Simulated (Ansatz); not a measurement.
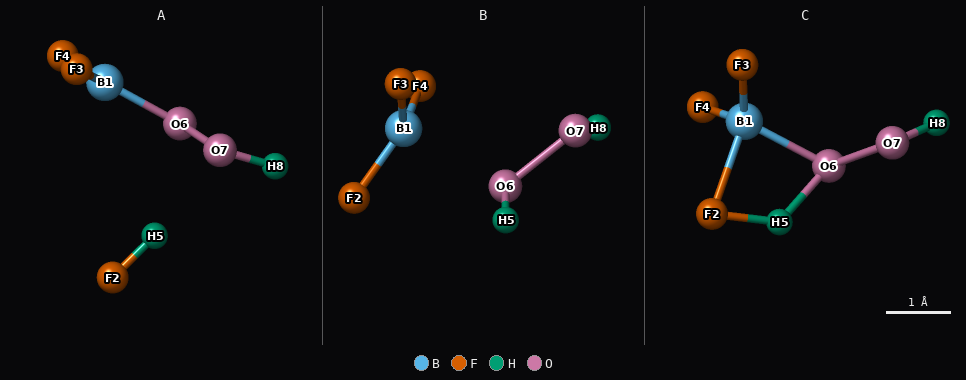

Three geometries of BH2O2F3: a saddle point and the two minima that it joins, in shuffled order. A ball-and-stick model, seen face on. Sticks join atoms that are closer than about 1.2 times the sum of their covalent radii (a little more with hydrogen).

Stationary points at PBE0-D4/def2-TZVP, single-point energies with CCSD(T)/CBS, B3LYP-D4, r2SCAN0-D4, B2PLYP (def2-TZVPP where no basis is named; Ansatz 0.2.0). The energies are electronic, without zero-point or thermal terms, and both ends are the minima reached downhill from the saddle, with any fragments still in contact. CCSD(T)/CBS stands for a frozen-core estimate: MP2 correlation extrapolated from def2-TZVPP and def2-QZVPP, CCSD(T) minus MP2 from the smaller set.

Which frame is the transition state, what reaction does it lead through, and what barrier is to be expected?

Answer. Frame C is the saddle point. Counted by bonded pieces, B holds BF₃ + H₂O₂ and A holds BHO₂F₂ + HF. From B over the saddle to A, bonds form: B1–O6 (1.85 → 1.52 → 1.37 Å), F2–H5 (2.63 → 1.11 → 0.93 Å). Bonds break: B1–F2 (1.34 → 1.64 → 3.43 Å), H5–O6 (0.97 → 1.29 → 2.49 Å). The saddle has one imaginary mode, 929i cm⁻¹. With CCSD(T)/CBS the barrier is 1.24 eV from B and 0.91 eV from A, and A lies 0.33 eV above B.

```csv
level,barrier from B (eV),barrier from A (eV),A less B (eV)
CCSD(T)/CBS,1.24,0.91,0.33
B3LYP-D4,1.19,0.91,0.28
r2SCAN0-D4,1.20,0.78,0.42
B2PLYP,1.20,0.89,0.31
```
